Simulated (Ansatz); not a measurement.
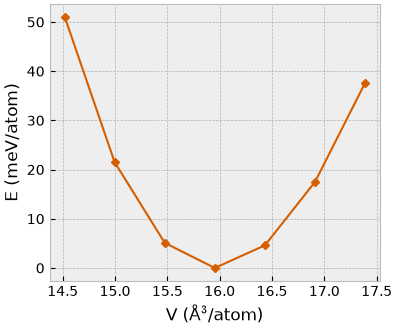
Figure: TiAl3 in space group Pmm2 (No. 25; Ti on 1b, Al on 1d, Al on 1c, Al on 1a) under volume change, r²SCAN in the plane-wave PAW code Ansatz, shape and atoms relaxed at each volume.

### Question
What does a third-order Birch–Murnaghan fit give for V₀, B₀ and B′?

### Answer
V₀ = 15.95 Å³/atom, B₀ = 108 GPa, B′ = 4.1.

The workflow started from a Materials Project entry (that database holds measured and hypothetical structures alike); the Crystallography Open Database copy checked does not list it. With Ti and Al taken as one species the cell has the higher symmetry P6_3/mmc, so it may be an ordered model of a mixed-site phase. Whether it is the stable phase at ambient conditions was not checked. Symmetry was held in the r²SCAN relaxation; whether a distortion lowers the energy is not shown. The run is not spin-polarised.

Potentials: the later of the program's two PAW sets.
